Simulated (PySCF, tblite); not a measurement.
# C6H8AlNO: geometry, infrared bands and NMR shifts

Aim: predict the infrared bands and NMR shifts of C6H8AlNO (`O=Cc1ccc[n+]([AlH3-])c1`).

The runs use tblite 0.8.0 and PySCF 2.14.0, with density-fitted response routines of our own; the level of theory stands in each step. All values are computed, except where a source is named. Atoms count from 0, in the outputs and in this text.

## Step 1: Starting geometry

17 atoms, charge 0, multiplicity 1; geometry from: force field or distance geometry start.

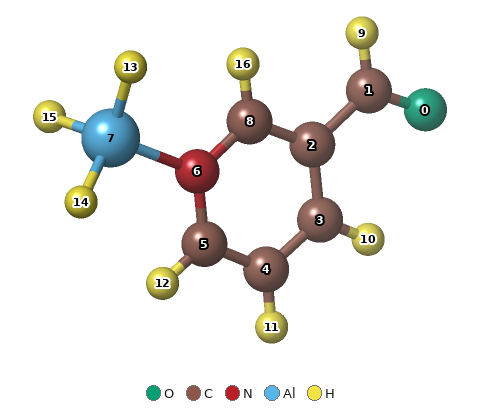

The starting geometry (oxygen teal, carbon brown, nitrogen red, aluminium blue, hydrogen yellow), atoms numbered.

## Step 2: Geometry optimisation with GFN2-xTB

What the job is given:

```
{"job": {"kind": "relax", "xc": "GFN2-xTB", "basis": "xTB"}, "charge": 0, "multiplicity": 1}
O     -3.766800    -0.785000    -0.028700
C     -2.603500    -1.203600    -0.181200
C     -1.430400    -0.315600    -0.003800
C     -1.605700     1.051000     0.304400
C     -0.489400     1.864600     0.463600
C      0.782600     1.328100     0.279100
N      0.941700     0.010500    -0.021800
Al     2.716000    -0.694700    -0.283400
C     -0.134400    -0.814800    -0.172600
H     -2.449800    -2.251900    -0.415100
H     -2.595600     1.464300     0.447200
H     -0.614000     2.910900     0.700300
H      1.645200     1.976800     0.400400
H      2.739500    -2.243700     0.118700
H      3.746800     0.115400     0.618900
H      3.107300    -0.546900    -1.813600
H      0.003500    -1.853500    -0.422400
```

Launch:

```
$ OMP_NUM_THREADS=1 python probes_run.py task.json out
```

This one command runs all jobs of the session in turn.

What it wrote:

```text
step      E/eV     max force
  0    -679.19535    3.335
  1    -679.34079    3.677
  2    -679.47528    1.200
  3    -679.56111    0.738
  4    -679.63448    0.628
  5    -679.64975    0.275
  6    -679.66321    0.336
  7    -679.67354    0.442
  8    -679.68103    0.258
  9    -679.68547    0.203
 10    -679.69148    0.293
 11    -679.69980    0.409
 12    -679.70934    0.380
 13    -679.71747    0.211
 14    -679.72254    0.140
 15    -679.72532    0.161
 16    -679.72697    0.120
 17    -679.72800    0.075
 18    -679.72871    0.082
 19    -679.72919    0.074
 20    -679.72952    0.045
 21    -679.72974    0.034
 22    -679.72988    0.042
 23    -679.72998    0.033
 24    -679.73004    0.018
 25    -679.73011    0.032
 26    -679.73021    0.057
 27    -679.73036    0.070
 28    -679.73052    0.056
 29    -679.73064    0.035
 30    -679.73071    0.028
 31    -679.73078    0.026
 32    -679.73086    0.030
 33    -679.73094    0.022
 34    -679.73100    0.021
 35    -679.73104    0.017
 36    -679.73107    0.016
 37    -679.73111    0.017
 38    -679.73115    0.021
 39    -679.73121    0.023
 40    -679.73130    0.025
 41    -679.73141    0.033
 42    -679.73156    0.037
 43    -679.73171    0.038
 44    -679.73186    0.050
 45    -679.73203    0.053
 46    -679.73221    0.041
 47    -679.73233    0.033
 48    -679.73240    0.020
 49    -679.73243    0.014
 50    -679.73246    0.012
 51    -679.73249    0.010
 52    -679.73251    0.009
```

Wall time 0.3 s (1 thread of Arm Neoverse V2, shared host); peak memory 0.18 GiB.

Along the way: (not every step is listed)

| step | energy from step 0 (eV) | largest force (eV/Å) |
| --- | --- | --- |
| 0 | 0.0000 | 3.3353 |
| 1 | -0.1454 | 3.6766 |
| 2 | -0.2799 | 1.2004 |
| 3 | -0.3658 | 0.7382 |
| 4 | -0.4391 | 0.6276 |
| 5 | -0.4544 | 0.2750 |
| 6 | -0.4679 | 0.3357 |
| 7 | -0.4782 | 0.4424 |
| 8 | -0.4857 | 0.2577 |
| 11 | -0.5045 | 0.4094 |
| 14 | -0.5272 | 0.1402 |
| 17 | -0.5326 | 0.0746 |
| 20 | -0.5342 | 0.0447 |
| 23 | -0.5346 | 0.0333 |
| 26 | -0.5349 | 0.0572 |
| 29 | -0.5353 | 0.0348 |
| 32 | -0.5355 | 0.0295 |
| 35 | -0.5357 | 0.0167 |
| 38 | -0.5358 | 0.0210 |
| 41 | -0.5361 | 0.0335 |
| 44 | -0.5365 | 0.0501 |
| 47 | -0.5370 | 0.0332 |
| 48 | -0.5371 | 0.0196 |
| 49 | -0.5371 | 0.0136 |
| 50 | -0.5371 | 0.0124 |
| 51 | -0.5371 | 0.0101 |
| 52 | -0.5372 | 0.0092 |

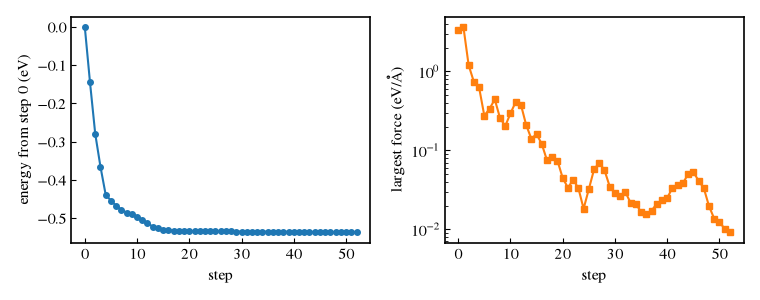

Energy and largest force along the relaxation.

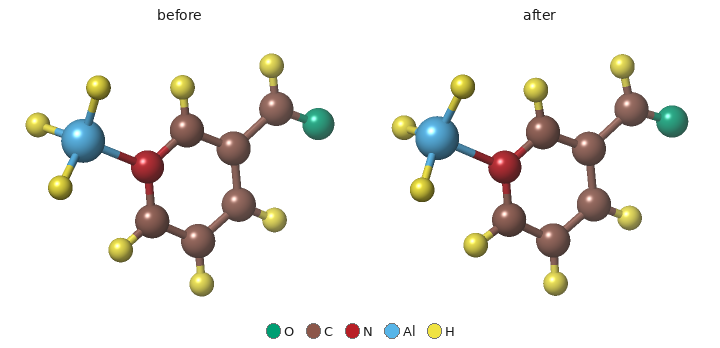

The geometry before (left) and after (right).

Distances of close pairs at the start and the end, largest changes first:

| bond | before (Å) | after (Å) | change (Å) |
| --- | --- | --- | --- |
| N6–Al7 | 1.927 | 1.999 | +0.072 |
| O0–C1 | 1.246 | 1.200 | -0.046 |
| N6–C8 | 1.364 | 1.321 | -0.044 |
| C5–N6 | 1.361 | 1.325 | -0.036 |
| Al7–H13 | 1.601 | 1.576 | -0.025 |
| C1–H9 | 1.085 | 1.105 | +0.020 |
| Al7–H14 | 1.592 | 1.574 | -0.018 |
| C2–C3 | 1.412 | 1.398 | -0.014 |

The final coordinates are the input of the step that follows.

## Step 3: Vibrational analysis with GFN2-xTB

What the job is given:

```
{"job": {"kind": "ir", "xc": "GFN2-xTB", "basis": "xTB"}, "charge": 0, "multiplicity": 1}
O     -3.711111    -0.831783    -0.068810
C     -2.570589    -1.188082    -0.181353
C     -1.400888    -0.300483    -0.005102
C     -1.577640     1.054330     0.291535
C     -0.463697     1.862712     0.439645
C      0.789761     1.287248     0.305158
N      0.953536    -0.000695     0.040732
Al     2.773067    -0.750130    -0.313293
C     -0.100485    -0.779248    -0.122582
H     -2.303185    -2.230419    -0.433049
H     -2.581987     1.438737     0.396171
H     -0.562704     2.914147     0.658680
H      1.710227     1.845783     0.413202
H      2.514502    -2.242962     0.119348
H      3.603725     0.177653     0.648918
H      2.793369    -0.430100    -1.854581
H      0.127101    -1.814674    -0.344529
```

What it wrote:

```text
mode    cm-1     km/mol
  1     -71.7      2.72
  2      57.0      9.19
  3     100.2      5.93
  4     110.1      4.60
  5     194.2      4.42
  6     209.7      7.93
  7     263.6      0.81
  8     350.6      3.97
  9     402.8     21.89
 10     429.0      1.21
 11     449.8      4.02
 12     459.6     14.80
 13     619.7      1.63
 14     649.6     23.45
 15     677.3      9.29
 16     751.8    250.13
 17     758.2    648.21
 18     777.1     13.57
 19     782.2    505.64
 20     844.3     65.36
 21     897.5      0.40
 22     917.4      0.37
 23     931.7      0.02
 24     938.8      0.16
 25    1006.5     22.73
 26    1086.4      3.17
 27    1122.0      4.93
 28    1169.1     10.48
 29    1208.9     48.99
 30    1238.0     15.65
 31    1311.1     24.50
 32    1352.9     26.23
 33    1411.4      2.72
 34    1430.0      8.85
 35    1558.1     26.39
 36    1574.3     88.20
 37    1638.0    299.51
 38    1648.0    294.51
 39    1653.4    256.63
 40    1758.3    338.24
 41    2799.3     78.84
 42    3041.7      0.64
 43    3057.5      0.40
 44    3089.8      0.13
 45    3107.6      3.52
```

Wall time 0.51 s (1 thread of Arm Neoverse V2, shared host); peak memory 0.18 GiB.

The strongest bands and the atoms that carry them (share of the mass-weighted mode):

| cm⁻¹ | km/mol | atoms |
| --- | --- | --- |
| 752 | 250.1 | H15 59 %, H14 18 %, H13 16 % |
| 758 | 648.2 | H13 36 %, H14 35 %, H15 17 % |
| 782 | 505.6 | H13 43 %, H14 39 % |
| 1574 | 88.2 | C8 30 %, C4 22 %, C2 15 %, C5 13 % |
| 1638 | 299.5 | H13 95 % |
| 1648 | 294.5 | H14 95 % |
| 1653 | 256.6 | H15 95 % |
| 1758 | 338.2 | C1 58 %, O0 40 % |

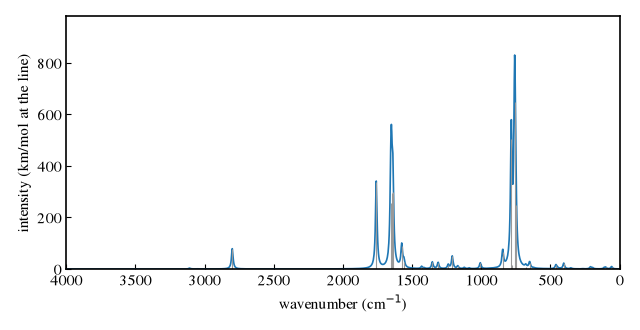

The infrared spectrum from these modes, unscaled. Lines are broadened to a width of 14 cm⁻¹ (Lorentzian).

## Step 4: NMR shieldings: PBE0/pcSseg-1

The job, as its differences from that of step 3:

```diff
@@ -1,2 +1,2 @@
-{"job": {"kind": "ir", "xc": "GFN2-xTB", "basis": "xTB"}, "charge": 0, "multiplicity": 1}
+{"job": {"kind": "nmr", "xc": "PBE0", "basis": "pcSseg-1"}, "charge": 0, "multiplicity": 1}
 O     -3.711111    -0.831783    -0.068810
```

Method: GIAO PBE0/pcSseg-1 NMR shielding, non-relativistic, gas phase.

What it wrote:

```text
coarse grid: 15248 points
cycle   1  E = -605.0695637949  dE =  1.531e+00  |g| = 7.646e-01  |ddm| = 4.006e+00
cycle   2  E = -604.6364458683  dE =  4.331e-01  |g| = 1.656e+00  |ddm| = 3.314e+00
cycle   3  E = -605.1940054025  dE = -5.576e-01  |g| = 9.045e-02  |ddm| = 2.602e+00
cycle   4  E = -605.1949973538  dE = -9.920e-04  |g| = 6.973e-02  |ddm| = 1.526e-01
cycle   5  E = -605.1961312091  dE = -1.134e-03  |g| = 1.786e-02  |ddm| = 7.485e-02
cycle   6  E = -605.1962028150  dE = -7.161e-05  |g| = 6.386e-03  |ddm| = 2.234e-02
cycle   7  E = -605.1962126193  dE = -9.804e-06  |g| = 1.563e-03  |ddm| = 6.348e-03
final grid: 144320 points
cycle   8  E = -605.2571821783  dE = -1.802e-05  |g| = 1.275e-02  |ddm| = 5.505e-02
cycle   9  E = -605.2570943152  dE =  8.786e-05  |g| = 2.498e-02  |ddm| = 3.664e-02
cycle  10  E = -605.2572140867  dE = -1.198e-04  |g| = 2.111e-03  |ddm| = 2.590e-02
cycle  11  E = -605.2572150641  dE = -9.774e-07  |g| = 4.308e-04  |ddm| = 2.319e-03
cycle  12  E = -605.2572151045  dE = -4.039e-08  |g| = 1.832e-04  |ddm| = 5.653e-04
cycle  13  E = -605.2572151129  dE = -8.368e-09  |g| = 4.878e-05  |ddm| = 2.439e-04
cycle  14  E = -605.2572151134  dE = -5.080e-10  |g| = 1.882e-05  |ddm| = 6.438e-05
converged SCF energy = -605.2572151134

GIAO shielding tensors (ppm)
atom      isotropic    diamagn.    paramagn.     s11        s22        s33       span
  0 O     -352.035     395.820    -747.854  -1011.008   -440.960    395.864   1406.871
  1 C       -6.025     242.570    -248.595    -96.420    -11.698     90.042    186.462
  2 C       49.799     266.063    -216.263    -44.765     25.844    168.319    213.085
  3 C       40.639     250.982    -210.343    -70.045     -1.516    193.478    263.524
  4 C       55.728     258.317    -202.589    -54.409     42.082    179.509    233.918
  5 C       28.853     250.817    -221.964    -76.006      9.334    153.231    229.237
  6 N      -21.430     330.453    -351.883   -200.568   -143.826    280.102    480.670
  7 Al     412.052     795.285    -383.233    378.166    425.043    432.947     54.781
  8 C       28.357     250.745    -222.389    -67.602      0.793    151.878    219.480
  9 H       21.381      27.220      -5.839     18.715     21.782     23.646      4.931
 10 H       22.748      32.138      -9.390     19.085     22.717     26.442      7.357
 11 H       23.719      30.384      -6.665     20.535     23.750     26.871      6.336
 12 H       22.313      30.646      -8.333     17.495     21.660     27.783     10.288
 13 H       27.084      29.872      -2.789     23.409     27.030     30.813      7.404
 14 H       27.106      29.840      -2.734     23.421     26.967     30.930      7.509
 15 H       27.100      29.569      -2.469     24.630     25.476     31.193      6.563
 16 H       22.161      32.467     -10.306     17.686     21.311     27.485      9.799
```

Run time: 30 s. Hardware: 1 thread of Arm Neoverse V2, shared host; peak memory 0.89 GiB.

Shifts follow as δ = σ(reference) − σ, with reference shieldings (ppm) from runs at the same level and on the same kind of geometry: ¹H TMS 31.72, ¹³C TMS 186.9, ¹⁵N NH3 267.7, ¹⁷O H2O 336.1, ²⁷Al AlH4- 490.0. The references are single molecules in the gas phase, so shifts against H2O, NH3, PH3, H3PO4 or CFCl3 are not on the usual liquid scales and can be off by tens of ppm. Shifts against hydride references such as AlH4− lie on their own scale. Atoms listed in one row are averaged.

| atoms | environment | σ (ppm) | δ (ppm) |
| --- | --- | --- | --- |
| C1 | aldehyde carbonyl carbon | -6.0 | 193.0 |
| C8 | aromatic CH next to a ring nitrogen | 28.4 | 158.6 |
| C5 | aromatic CH next to a ring nitrogen | 28.9 | 158.1 |
| C3 | aromatic CH | 40.6 | 146.3 |
| C2 | substituted aromatic carbon | 49.8 | 137.1 |
| C4 | aromatic CH | 55.7 | 131.2 |
| H9 | hydrogen on an aldehyde carbonyl carbon | 21.38 | 10.34 |
| H16 | hydrogen on an aromatic CH next to a ring nitrogen | 22.16 | 9.56 |
| H12 | hydrogen on an aromatic CH next to a ring nitrogen | 22.31 | 9.40 |
| H10 | hydrogen on an aromatic CH | 22.75 | 8.97 |
| H11 | hydrogen on an aromatic CH | 23.72 | 8.00 |
| H13, H14, H15 | hydrogen on an aluminium bonded to N | 27.10 | 4.62 |
| O0 | aldehyde oxygen | -352.0 | 688.1 |
| N6 | donor nitrogen of a Lewis adduct | -21.4 | 289.2 |
| Al7 | aluminium bonded to N, 3 H | 412.1 | 77.9 |

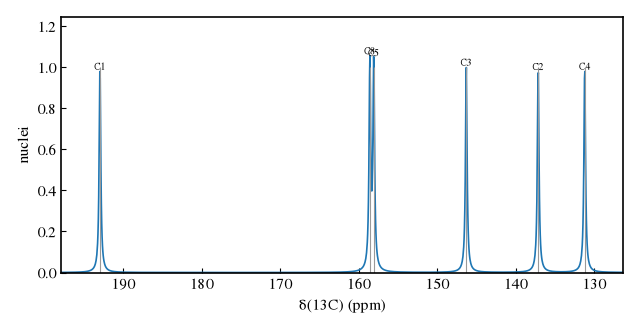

¹³C lines at the computed shifts, without couplings. Lines are broadened to a width of 0.25 ppm (Lorentzian).

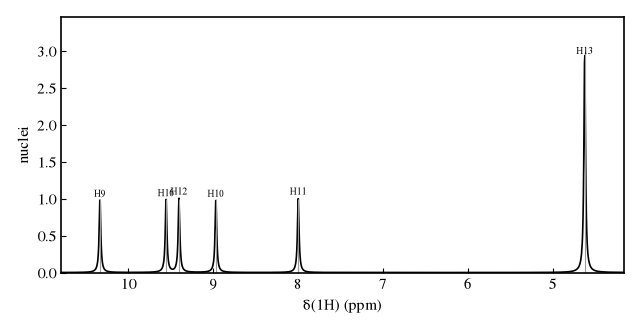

¹H lines at the computed shifts, without couplings. Lines are broadened to a width of 0.02 ppm (Lorentzian).

Charges from the same density, by scheme (e):

| atoms | Mulliken | IAO | Hirshfeld | ESP fit |
| --- | --- | --- | --- | --- |
| O0 | -0.34 | -0.37 | -0.20 | -0.41 |
| C1 | 0.40 | 0.26 | 0.13 | 0.36 |
| C2 | -0.53 | -0.07 | -0.01 | -0.05 |
| C3 | 0.14 | -0.08 | 0.01 | 0.07 |
| C4 | -0.17 | -0.16 | -0.03 | -0.31 |
| C5 | 0.31 | 0.03 | 0.07 | 0.20 |
| N6 | -0.70 | -0.21 | -0.05 | -0.21 |
| Al7 | 0.69 | 0.44 | 0.28 | 0.72 |
| C8 | 0.45 | 0.03 | 0.07 | 0.02 |

Mulliken charges:

O0 -0.34; C1 0.40; C2 -0.53; C3 0.14; C4 -0.17; C5 0.31; N6 -0.70; Al7 0.69; C8 0.45; H9 0.08; H10 0.11; H11 0.12; H12 0.15; H13 -0.30; H14 -0.30; H15 -0.25; H16 0.13

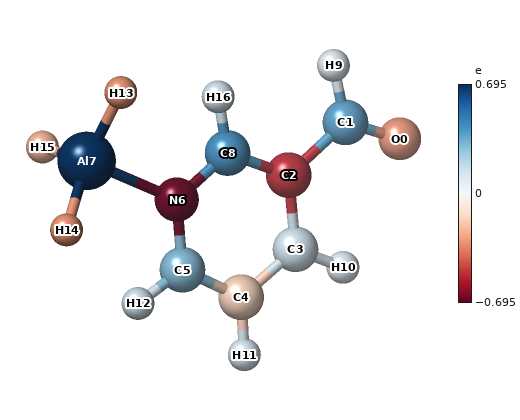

Mulliken charges, as colours on the atoms.

Mayer bond orders: O0–C1 2.02, C1–C2 0.99, C2–C3 1.35, C3–C4 1.43, C4–C5 1.41, C5–N6 1.30, N6–Al7 0.34, N6–C8 1.27, C8–C2 1.35.

Ring of atoms C2, C3, C4, C5, N6, C8: NICS(0) -7.2, NICS(1) -10.7, NICS(1)zz -26.5 ppm (means of both faces).

## Step 5: Results

| quantity | value |
| --- | --- |
| strongest single infrared mode (GFN2-xTB) | 758 cm⁻¹, 648 km/mol |
| zero-point energy (GFN2-xTB) | 71.2 kcal/mol |
| ¹³C shifts against TMS (PBE0/pcSseg-1) | 193.0, 158.6, 158.1, 146.3, 137.1, 131.2 ppm |
| ¹H shifts against TMS (PBE0/pcSseg-1, means over atoms taken as alike) | 10.34, 9.56, 9.40, 8.97, 8.00, 4.62 ppm |
| ¹⁷O shifts against H2O (PBE0/pcSseg-1) | 688.1 ppm |
| ¹⁵N shifts against NH3 (PBE0/pcSseg-1) | 289.2 ppm |
| ²⁷Al shifts against AlH4- (PBE0/pcSseg-1) | 77.9 ppm |

What this shows: Over 52 steps the energy fell by 0.537 eV; of the close pairs, N6–Al7 changed most, 1.927 to 1.999 Å. The lowest mode is imaginary (72i cm⁻¹), so the xTB geometry is not a minimum. The strongest single mode, at 758 cm⁻¹, moves mainly H13 and H14. Unscaled tight-binding wavenumbers are off by several per cent, some by more. Its intensities can rank the bands wrongly. The most deshielded carbon is C1 (aldehyde carbonyl carbon), at 193.0 ppm: the double bond to the heteroatom, with no lone-pair donor beside it, deshields it most. H9 (hydrogen on an aldehyde carbonyl carbon) lies farthest downfield among hydrogen, at 10.34 ppm; deshielded by the polar, anisotropic C=O bond. At PBE0/pcSseg-1: The widest tensor belongs to O0: span 1407 ppm, with a paramagnetic part of -748 ppm. NICS(1)zz of -26 ppm above the planar ring from C2 marks a diatropic (aromatic) ring current.
